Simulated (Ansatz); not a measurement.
# Lattice dynamics of InF (model cell, started as CsCl type), part 2 of 2

How does InF (model cell, started as CsCl type) vibrate, and is this structure a minimum?

Ansatz 0.2.0; DFT PBEsol, scalar-relativistic, plane waves, PAW.

So far. Step 3 (Relaxation): Little changed from the start: no atom moved by 0.005 Å and no cell edge by 0.1 %. The relaxed cell has a = 3.270 Å (conventional setting).

The structure was built from a prototype and need not be the compound's stable phase.

## (4) Tight relaxation

Phonons need a cell at rest on their own settings, so the relaxation is repeated with tight tolerances on forces and stress on the k mesh and occupations of the first response run.

The input, input.yaml:

```yaml
crystal:
  lattice:
    - [3.2700465158, 0.0, 0.0]
    - [0.0, 3.2700465158, 0.0]
    - [0.0, 0.0, 3.2700465158]
  atoms:
    - { symbol: In, position: [0.0, 0.0, 0.0] }
    - { symbol: F, position: [0.5, 0.5, 0.5] }
kpoints:
  mp_grid: { grid: [16, 16, 16] }
hamiltonian:
  xc: pbesol
scf:
  occupations: { method: methfessel_paxton, width: 0.2 }
output:
  forces: true
  stress: true
  eigenvalues: true
relax:
  adjacent_minimum: "off"
  f_tol: 0.001
  max_steps: 60
  cell: { stress_tol: 0.01 }
```

The run is started by

```
ansatz run input.yaml --threads 4 --pin off --max-ram 7168MiB --backend cpu --events-out ev --progress --plain --runs-dir out
```

Numbers of over 12 decimals in the logs are rounded to 6 here.

The program printed:

```text
[...]
Crystal: 2 atoms, lattice volume = 34.967 Å³
Basis set: ecut = 420 eV, 691 PW (Γ), exchange–correlation on 48×48×48 points (8 copies of the dense FFT grid, shifted against one another)
Bands: 14, of which v1, the nominal top of the filled ones, is band 10 counted from 1 (9 counted from 0)
Symmetry: 48 space group operations
[...]
k-points: 165 of 4096
[...]
k-point 164: bands = [... 6 lower, 3.7916, 3.7916, 3.7916, 9.3409, 10.1407, 10.1407, 10.1407, 19.0456]
--- Relaxed structure (3 steps of the walk, 3 accepted, 1 SCFs on fresh bases) ---
[...]
cell:  # Å, volume = 35.0063 Å³
    - [3.271262, 0, 0.0]
    - [0, 3.271262, 0]
    - [0.0, 0, 3.271262]
  atoms:
    - { symbol: In, position: [0, 0, 0] }
    - { symbol: F, position: [0.5, 0.5, 0.5] }
[key lines of the parts left out:]
SCF converged after 5 iterations
Free energy (F): -6325.887177 eV
Fermi energy:    8.199210 eV
P = ⅓ Tr σ = 0.0052 GPa (0.052 kbar)
```

The job ended after 4.1 s (4 threads of Arm Neoverse V2, shared host; peak memory 0.38 GiB).

Little changed from the start: no atom moved by 0.005 Å and no cell edge by 0.1 %.

Numbers from this step:

* pressure: 0.005196 GPa
* volume per atom: 17.50 Å³

The forces vanish by symmetry and the pressure is 0.005 GPa, within the tolerances set. The cell now holds 17.50 Å³/atom.

## (5) Modes at Γ

The zone centre comes first: it holds the modes that light can see, as far as symmetry allows. No field response is asked, since the mesh shows no gap.

input.yaml, the sections that differ from step 4:

```yaml
crystal:
  lattice:
    - [3.271261715, 0.0, 0.0]
    - [0.0, 3.271261715, 0.0]
    - [0.0, 0.0, 3.271261715]
  atoms:
    - { symbol: In, position: [0.0, 0.0, 0.0] }
    - { symbol: F, position: [0.5, 0.5, 0.5] }
output:
  eigenvalues: true
phonons:
  method: dfpt
# kpoints, hamiltonian, scf: as in step 4
# relax: removed
```

The program printed:

```text
[...]
Crystal: 2 atoms, lattice volume = 35.006 Å³
Basis set: ecut = 420 eV, 691 PW (Γ), exchange–correlation on 48×48×48 points (8 copies of the dense FFT grid, shifted against one another)
Bands: 14, of which v1, the nominal top of the filled ones, is band 10 counted from 1 (9 counted from 0)
Symmetry: 48 space group operations
k-points: 405 of 4096 (irreducible under 8 space group operations, time reversal used)
[...]
SCF iter   1: F=—  HF=-6325.900370 eV  |F-HF|=—  |Δ(HF+E_count)|=         —  Δρ=1.43e-2  dr2=4.95e-2  ethr=1.77e-3  ⟨swp⟩=5.0  Hψ=26917  notcnv=0
[...]
SCF iter   8: F=-6325.887177 eV  HF=-6325.887177 eV  |F-HF|=0.00e0  |Δ(HF+E_count)|=  1.09e-11  S|Δr|=    0.00e0  Δρ=1.96e-8  dr2=7.63e-14  ethr=1.00e-12  ⟨swp⟩=5.9  Hψ=23794  notcnv=0
SCF 1 converged in 8 iterations: F = -6325.887177 eV  dr2 = 7.63e-14
[...]
DFPT response loops at Γ: preconditioner auto → Kerker (q_TF=auto, 2.485 Å⁻¹) (partly filled bands, converged f_vac=0.000); β = 1.00, the filter's whole step (`scf.mixing.beta` (0.50) is not read by the response loops under this deck's `scf.mixing.preconditioner`; to damp them name `kerker` or `kerker_dos`, under which they read `scf.mixing.beta`, and type it under 1.00, their step now; both keys bind the ground state too); Broyden in place of MSR1
SCF converged after 8 iterations
[...]
Free energy (F): -6325.887177 eV
[...]
Internal energy: -6325.887540 eV  (E = F + TS)
E sigma→0 (E₀):  -6325.887268 eV
Entropy (-TS):   0.000364 eV (0.182 meV/atom)
Fermi energy:    8.199210 eV
[...]
--- Band table (eV; the first three rows and the last of 405) ---
  k-point 0: bands = [... 6 lower, 1.9424, 4.1698, 4.1698, 4.1698, 16.5208, 16.5208, 16.5208, 17.4304]
  k-point 1: bands = [... 6 lower, 1.9065, 4.1806, 4.1806, 4.2327, 15.5867, 16.5334, 16.5334, 17.4708]
  k-point 2: bands = [... 6 lower, 1.8115, 4.2130, 4.2130, 4.4149, 14.2958, 16.5692, 16.5692, 17.5922]
  k-point 404: bands = [... 6 lower, 3.7916, 3.7916, 3.7916, 9.3409, 10.1407, 10.1407, 10.1407, 19.0456]
--- Phonons (Γ-DFPT): 2 representative perturbations + reference, on 405 of 4096 k-points (Σ response iterations 7) ---
  k mesh reduced under 8 symmetry operations, with k and −k counted as one. Each operation leaves every solved perturbation unchanged. A smaller set is not used because it would not reduce the number of displacements times k-points to solve
  ASR residual: 1.136e-5 → 0.000e0 eV/Å²; symmetrization residual: 3.230e-7 eV/Å²
  ASR residual per site (eV/Å²): 1.14e-5 1.73e-6
  Γ frequencies (cm⁻¹): -115.42 -115.42 -115.42 0.00 0.00 0.00
  non-analytic LO–TO correction: not included (Born effective charges unavailable; polar crystals: no LO–TO splitting at Γ)
```

It took 12 s on 4 threads; peak memory 0.85 GiB.

In the SCF lines HF is the Harris–Foulkes energy and dr2 the Hartree energy of the density residual, in eV; the loop may stop once dr2 is under the threshold and the program's other checks hold. Hψ counts applications of the Hamiltonian.

Numbers from this step:

```yaml
sum_rule_residual_before_enforcement: 1.14e-5 eV/Å²
point_group: m-3m
highest_optical_mode_at_the_zone_centre_no_lo_to_term: -115.4 cm⁻¹
lowest_optical_zone_centre_mode: -115.4 cm⁻¹
```

Patterns of degenerate modes are one choice out of their space. Modes at Γ, with each element's share of the kinetic energy (negative means imaginary):

```tsv
mode	frequency (cm⁻¹)	symmetry	In %	F %
1	-115.4	T1u	14	86
2	-115.4	T1u	14	86
3	-115.4	T1u	14	86
4	0.0	acoustic	86	14
5	0.0	acoustic	86	14
6	0.0	acoustic	86	14
```

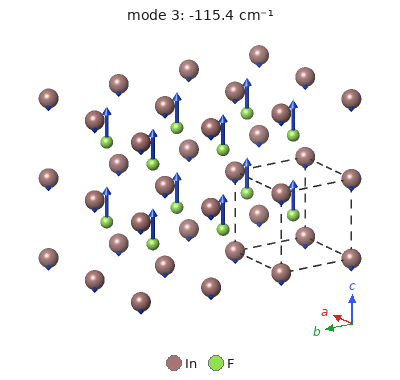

Displacement patterns of mode 3 at Γ; arrows are exaggerated. 2×3×2 cells are drawn. Some periodic images of atoms are drawn too.

Before it was imposed, the acoustic sum rule was missed by 1.1e-5 eV/Å². Small misses are needed for a sound result but don't prove that mesh and cutoff are converged. The lowest optical mode is imaginary, 115.4i cm⁻¹, so the energy falls along it.

## (6) Phonons on a q mesh

Stability and thermal properties need the whole zone. Linear response on a 4×4×4 q mesh gives force constants as far as a supercell of that size would.

Changes to input.yaml since step 5:

```diff
@@ -18 +18,8 @@
   method: dfpt
+  qmesh: [4, 4, 4]
+  temperatures: { t_max: 1000, t_step: 50 }
+  qpath:
+    path:
+      - [[0.0, 0.0, 0.0], [0.0, 0.5, 0.0], [0.5, 0.5, 0.0], [0.0, 0.0, 0.0], [0.5, 0.5, 0.5], [0.0, 0.5, 0.0]]
+      - [[0.5, 0.5, 0.5], [0.5, 0.5, 0.0]]
+    npoints: 10
```

The program printed:

```text
[...]
Crystal: 2 atoms, lattice volume = 35.006 Å³
Basis set: ecut = 420 eV, 691 PW (Γ), exchange–correlation on 48×48×48 points (8 copies of the dense FFT grid, shifted against one another)
Bands: 14, of which v1, the nominal top of the filled ones, is band 10 counted from 1 (9 counted from 0)
Symmetry: 48 space group operations
k-points: 165 of 4096
[...]
SCF iter   1: F=—  HF=-6325.900382 eV  |F-HF|=—  |Δ(HF+E_count)|=         —  Δρ=1.43e-2  dr2=4.94e-2  ethr=1.77e-3  ⟨swp⟩=5.0  Hψ=11080  notcnv=0
[...]
SCF iter   8: F=-6325.887177 eV  HF=-6325.887177 eV  |F-HF|=1.82e-12  |Δ(HF+E_count)|=  1.00e-11  S|Δr|=    0.00e0  Δρ=1.19e-8  dr2=2.96e-14  ethr=1.00e-12  ⟨swp⟩=5.6  Hψ=9369  notcnv=0
SCF 1 converged in 8 iterations: F = -6325.887177 eV  dr2 = 2.96e-14
[...]
SCF iter   5: F=-6325.887177 eV  HF=-6325.887177 eV  |F-HF|=7.28e-12  |Δ(HF+E_count)|=  3.64e-12  S|Δr|=    0.00e0  Δρ=2.08e-7  dr2=7.20e-12  ethr=1.00e-12  ⟨swp⟩=2.9  Hψ=5700  notcnv=0
SCF 2 converged in 5 iterations: F = -6325.887177 eV  dr2 = 7.20e-12
phonons: the bands overlap, so this run is a metal and interpolates without the dipole-dipole term. If the crystal is really an insulator or semiconductor, its LO-TO splitting is missing
NSCF: frozen V_eff on 165 k-points
WARN: eigensolver did not converge in 2 slots of this pass, the one above among them; of largest residual over every band (k=162): 1 band(s) unlocked (lowest unlocked band 13, counted from 0; max residual 4.57e-6 eV among the unlocked bands, 4.57e-6 eV over every band); of lowest unlocked band (k=162): band 13
[...]
DFPT response loops at q = (0, 0, 0) (fractional): preconditioner auto → Kerker (q_TF=auto, 2.485 Å⁻¹) (partly filled bands, converged f_vac=0.000); β = 1.00, the filter's whole step (`scf.mixing.beta` (0.50) is not read by the response loops under this deck's `scf.mixing.preconditioner`; to damp them name `kerker` or `kerker_dos`, under which they read `scf.mixing.beta`, and type it under 1.00, their step now; both keys bind the ground state too); Broyden in place of MSR1
[...]
SCF converged after 8 iterations
[...]
Free energy (F): -6325.887177 eV
[...]
Internal energy: -6325.887540 eV  (E = F + TS)
E sigma→0 (E₀):  -6325.887268 eV
Entropy (-TS):   0.000364 eV (0.182 meV/atom)
Fermi energy:    8.199210 eV
[...]
--- Band table (eV; the first three rows and the last of 165) ---
  k-point 0: bands = [... 6 lower, 1.9424, 4.1698, 4.1698, 4.1698, 16.5208, 16.5208, 16.5208, 17.4304]
  k-point 1: bands = [... 6 lower, 1.9065, 4.1806, 4.1806, 4.2327, 15.5867, 16.5334, 16.5334, 17.4708]
  k-point 2: bands = [... 6 lower, 1.8115, 4.2130, 4.2130, 4.4149, 14.2958, 16.5692, 16.5692, 17.5922]
  k-point 164: bands = [... 6 lower, 3.7916, 3.7916, 3.7916, 9.3409, 10.1407, 10.1407, 10.1407, 19.0456]
--- Phonons (Γ-DFPT): 2 representative perturbations + reference (Σ response iterations 7) ---
  ASR residual: 1.145e-5 → 0.000e0 eV/Å²; symmetrization residual: 3.101e-6 eV/Å²
  ASR residual per site (eV/Å²): 1.15e-5 3.40e-6
  Γ frequencies (cm⁻¹): -115.42 -115.42 -115.42 0.00 0.00 0.00
--- Phonons (arbitrary-q DFPT): 10 irreducible q on the 4×4×4 mesh ---
  q = [0.0000, 0.0000, 0.0000] (star 1, of the zone-centre solve; hermiticity 7.77e-6, symmetrization 3.75e-11): -115.42 -115.42 -115.42 -0.00 -0.00 0.00
  q = [0.0000, 0.0000, 0.2500] (star 6, 4 solved perturbations in 4032 linear systems a pass and spin channel, the states on 1296 of 4096 k-point pairs; hermiticity 1.53e-6, symmetrization 1.02e-12): -75.95 -75.95 26.74 26.74 82.46 210.54
[...]
q = [0.0000, 0.2500, -0.5000] (star 12, 6 solved perturbations on 1296 of 4096 k-point pairs; hermiticity 2.30e-6, symmetrization 2.18e-14): -62.59 18.95 25.06 73.02 103.56 110.48
[...]
sum rule: each row above includes the acoustic sum rule's correction from the zone centre's row sums; it moved no ω² by more than (0.22 cm⁻¹)²
  mesh force constants: q→R imaginary residual 6.82e-19; ASR residual 1.145e-5 → 0.000e0 eV/Å²; symmetrization residual 1.776e-15 eV/Å²
  interpolated dispersion: 62 rows × 6 modes
  density of states and harmonic sums: on the 20×20×20 q-mesh, interpolated from the force constants of a 4×4×4 supercell (no non-analytic term)
  largest difference from the sums on the solved wave vectors: F 7.97e-2 eV, S 9.84e-5 and C_V 2.32e-5 eV/K
  zero-point energy: 0.021129 eV/cell   skipped modes (ω ≤ 0): 549, of them read as no rigid motion or as one in doubt: 546 (1.920e0 modes/cell left out, lowest -122.84 cm⁻¹)   left out of the sums: 3.20e-1 of the cell's modes: C_V's classical limit lies that fraction below 3 k_B per atom; for a crystal, a wire or a layer, F and S can be off by more, and a phonons.interpolated_qmesh denser along its periods is the remedy for the sampling
```

The job ended after 5.8 min (4 threads; peak memory 2.8 GiB; 22 min of CPU time).

Numbers from this step:

* sum-rule residual before enforcement: 1.15e-5 eV/Å²
* lowest frequency on the path: -122.8 cm⁻¹
* highest frequency on the path or at a solved wavevector: 233.1 cm⁻¹
* lowest mode on the q mesh (acoustic modes at Γ apart): -115.4 cm⁻¹

Frequencies (cm⁻¹) solved at each irreducible wavevector; negative means imaginary. Frequencies by wavevector, by row:

```tsv
q in reciprocal lattice units	star	mode 1	mode 2	mode 3	mode 4	mode 5	mode 6
0 0 0	1	-115.4	-115.4	-115.4	0	0	0
0 0 0.25	6	-76	-76	26.7	26.7	82.5	210.5
0 0 -0.5	3	-56.4	-56.4	80.2	80.2	127.4	218.3
0 0.25 0.25	12	-107.1	-65	45.4	58.2	81.1	165.6
0 0.25 -0.5	12	-62.6	18.9	25.1	73	103.6	110.5
0 -0.5 -0.5	3	-103.9	-103.9	-68.3	63.6	89.6	89.6
0.25 0.25 0.25	8	-12.6	-12.6	56.7	56.7	59.4	104.3
0.25 0.25 -0.5	12	-49.3	-44.4	26.5	66.3	96.9	118.7
0.25 -0.5 -0.5	6	15.7	61.2	61.2	82.7	82.7	111.4
-0.5 -0.5 -0.5	1	72.3	72.3	72.3	137.2	137.2	137.2
```

Interpolated from a 4×4×4 q mesh. The phonon branches at the labelled points (cm⁻¹):

```tsv
point	branch 1	branch 2	branch 3	branch 4	branch 5	branch 6
Γ	-115	-115	-115	0	0	0
X	-56	-56	80	80	127	218
M	-104	-104	-68	64	90	90
Γ	-115	-115	-115	0	0	0
R	72	72	72	137	137	137
X	-56	-56	80	80	127	218
jump to R	72	72	72	137	137	137
M	-104	-104	-68	64	90	90
```

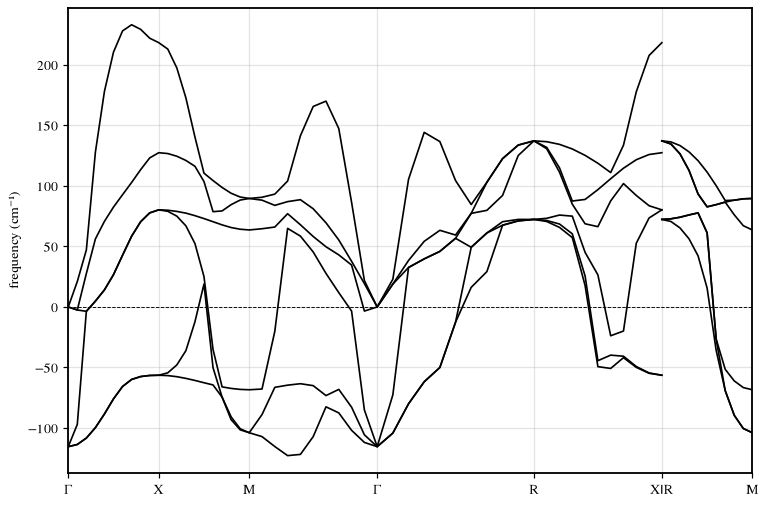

Phonon branches along the path.

The phonon density of states has structure finer than the step of the table below, so its rows give means over 25 cm⁻¹, whole bins alone (the curve runs from -122 to 232 cm⁻¹). Peaks (cm⁻¹: height): -57.5: 0.0456, 72.5: 0.0578, 87.5: 0.0557.

Tetrahedra on a 20×20×20 mesh, mean over bins of 5 cm-1. Interpolated from a 4×4×4 q mesh. Table of phonon density of states by wavenumber; means over each step:

```tsv
wavenumber (cm⁻¹)	phonon density of states (1/cm⁻¹/cell)
-100	0.00960
-75	0.0252
-50	0.0297
-25	0.00845
0	0.00599
25	0.0176
50	0.0288
75	0.0471
100	0.0368
125	0.0144
150	0.00603
175	0.00521
200	0.00306
```

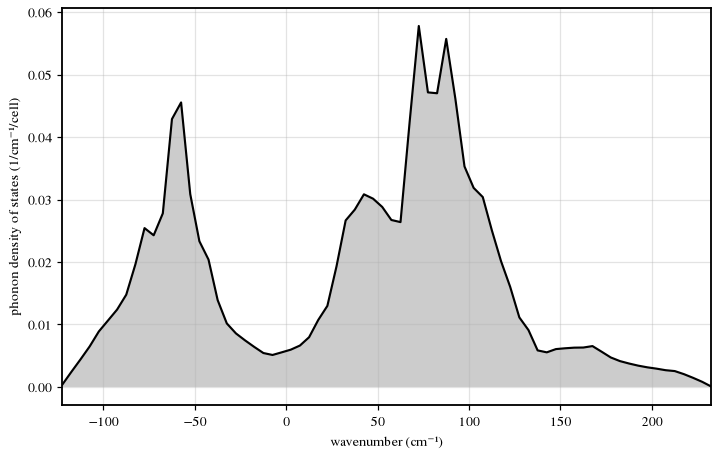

Phonon density of states against wavenumber.

The partial phonon density of states has structure finer than the step of the table below, so its rows give means over 25 cm⁻¹, whole bins alone (the curve runs from -133 to 250 cm⁻¹). Peaks (cm⁻¹: height): F -79.6: 0.0216, 45.5: 0.0142, 72.0: 0.0225, 105.7: 0.0182, 151.4: 0.00729; In -60.4: 0.0355, -31.5: 0.0121, 43.1: 0.0192, 88.8: 0.0359.

Phonopy on the run's constants, 17x17x17 mesh, Gaussian sigma 2.7 cm-1. Interpolated from a 4×4×4 q mesh. Partial phonon density of states against wavenumber; means over each step; values in 1/cm⁻¹/cell:

```tsv
wavenumber (cm⁻¹)	F	In
-100	0.00875	7.9e-4
-75	0.0160	0.00895
-50	0.00868	0.0212
-25	0.00413	0.00576
0	0.00123	0.00157
25	0.00713	0.0111
50	0.0131	0.0162
75	0.0196	0.0281
100	0.0158	0.0208
125	0.0103	0.00390
150	0.00572	7.2e-4
175	0.00433	4.8e-4
200	0.00271	2.6e-4
225	0.00123	1.1e-4
```

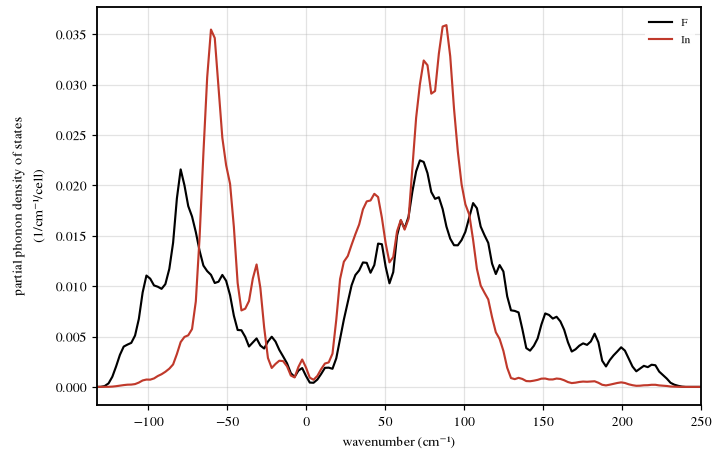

Partial phonon density of states, plotted against wavenumber.

Second derivatives of the energy by pair, one row for each kind of neighbour of each atom listed. Each entry sums the pair over the periodic images of the supercell that the q mesh stands for, and in a polar crystal it holds the long-range dipole part too. Force constants by pair, by row:

```tsv
atom	neighbour	distance (Å)	third of the trace (eV/Å²)	along the pair's line (eV/Å²)
In1	itself	0	1.397	–
In1	F	2.833	-0.0121	0.1317
In1	In	3.271	-0.1519	-1.329
In1	In	4.626	-0.0335	-0.2807
In1	F	5.425	0.0083	0.1174
In1	In	5.666	-0.0383	-0.1547
In1	In	6.543	-0.0125	-0.1007
In1	F	7.13	0.0198	0.0604
In1	In	7.315	-0.016	-0.0567
F2	itself	0	0.3936	–
F2	In	2.833	-0.0121	0.1317
F2	F	3.271	0.022	-0.0854
F2	F	4.626	0.0115	-0.1399
F2	In	5.425	0.0083	0.1174
F2	F	5.666	-0.118	-0.3492
F2	F	6.543	0.0457	-0.1314
F2	In	7.13	0.0198	0.0604
F2	F	7.315	-0.0097	-0.0563
```

Symmetry leaves 10 wavevectors to solve. The lowest mode among them, the acoustic zeros apart, lies at Γ and is imaginary, 115.4i cm⁻¹, so the energy falls along it. Between them the interpolated path dips to 123i cm⁻¹.

## (7) Another isotope

An isotope changes the mass and not the force constants, so no new electronic calculation is needed; the shifts show which modes move this element.

The same force constants with the mass of In changed from 114.818 to 112.904 u (phonopy, no LO-TO term). Both lists are sorted by frequency; levels can cross, so a row need not hold one and the same mode. Modes under 3 cm⁻¹ are left out. Isotope shifts, by row:

```tsv
q	rank	natural mass (cm⁻¹)	changed mass (cm⁻¹)
0 0 0	1	-115.4	-115.6
0 0 0	2	-115.4	-115.6
0 0 0	3	-115.4	-115.6
0 0 0.25	1	-75.95	-76.27
0 0 0.25	2	-75.95	-76.27
0 0 0.25	3	26.74	26.86
0 0 0.25	4	26.74	26.86
0 0 0.25	5	82.46	83.08
0 0 0.25	6	210.5	210.7
0 0 -0.5	1	-56.4	-56.88
0 0 -0.5	2	-56.4	-56.88
0 0 -0.5	3	80.17	80.17
0 0 -0.5	4	80.17	80.17
0 0 -0.5	5	127.4	128.4
0 0 -0.5	6	218.3	218.3
0 0.25 0.25	1	-107.1	-107.2
0 0.25 0.25	2	-65.04	-65.5
0 0.25 0.25	3	45.43	45.49
0 0.25 0.25	4	58.25	58.72
0 0.25 0.25	5	81.07	81.69
0 0.25 0.25	6	165.6	165.8
```

A mode of this element alone would shift by +0.84 %.

## (8) Outcome

```yaml
space_group_after_relaxation_within_0p01_a: Pm-3m
volume_per_atom: 17.5 Å³
electronic_character: no gap on this mesh
highest_optical_mode_at_the_zone_centre_no_lo_to_term: -115 cm⁻¹
lowest_optical_zone_centre_mode: -115 cm⁻¹
lowest_mode_on_the_q_mesh_acoustic_modes_at_gamma_apart: -115 cm⁻¹
highest_frequency_on_the_path_or_at_a_solved_wavevector: 233 cm⁻¹
imaginary_modes_on_the_4x4x4_q_mesh: yes
```

**Reading.** Modes are clearly imaginary (beyond 10i cm⁻¹) at 8 of the 10 irreducible wavevectors, most at Γ (115.4i cm⁻¹), so this structure is not a minimum of the energy. The optical modes at Γ form one degenerate level at -115 cm⁻¹ (negative means imaginary). With no gap, or one that is small against the smearing, the frequencies hang on the k mesh and the smearing, most of all near Kohn anomalies. A phonon run warned that its eigensolver left some bands unconverged in a pass. The starting cell was built on a prototype and not taken from a measurement, so the phase need not exist. These are harmonic frequencies at zero temperature: anharmonic shifts, linewidths and thermal expansion are left out.

[Logs are printed without paths, hosts, clocks, repeated set-up lines and the standing remarks that a program may print on its own settings, such as how far it seeks lower states.]

[Hosts, paths, dates, database ids (printed as entryN), source tags and the programs' standing remarks are cut or masked in the printed files.]
